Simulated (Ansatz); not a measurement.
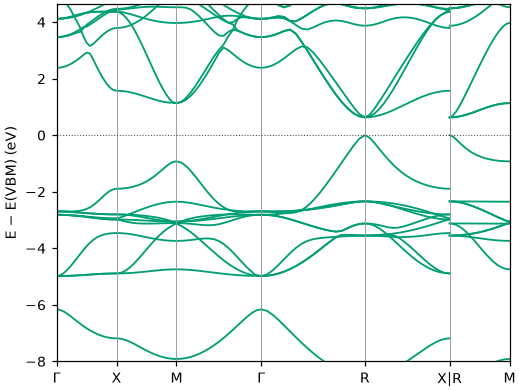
Band structure from PBE in the plane-wave PAW code Ansatz

### Question
Read off the gap and where the band edges lie.

### Answer
About 0.6 eV (0.63 eV by a search for the band edges); maximum at R, minimum at R.

The material is CsSnBr₃ (cubic perovskite, Pm-3m).

The cell was relaxed with PBE under the symmetry of its start; of distortions, only those at the zone centre were tested. Spin–orbit coupling is left out wherever it is not named.

Potentials: the later of the program's two PAW sets.
